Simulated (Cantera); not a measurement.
Feed: 1 mol c-C4F8, 3.7 mol H2, held at 2400 °C.

Cantera equilibrium calculation (NASA polynomials, part measured and part estimated; ideal gas, pure solids and liquids). Candidate condensed phases: C, C6H6, C7H8, C8H18; 95 gas species. The feed counts by its element totals alone. Gases not in the tables: C2F6 and larger saturated fluorocarbons. Rates play no part.

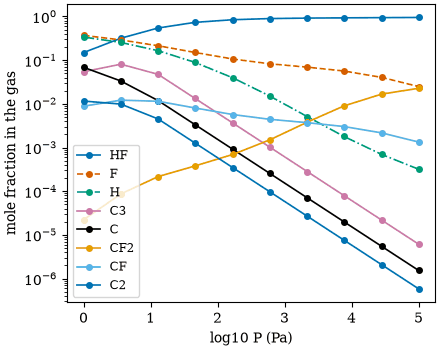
Fig. 1. Equilibrium gas composition (values under 1e-9 drawn at 1e-9)

From 1.00 Pa to 3.60 Pa nothing is condensed. From 13.0 Pa to 1.00 bar the condensed part is C(graphite). The main C-bearing gas is C3 at 1.00 Pa and CF2 at 1.00 bar.
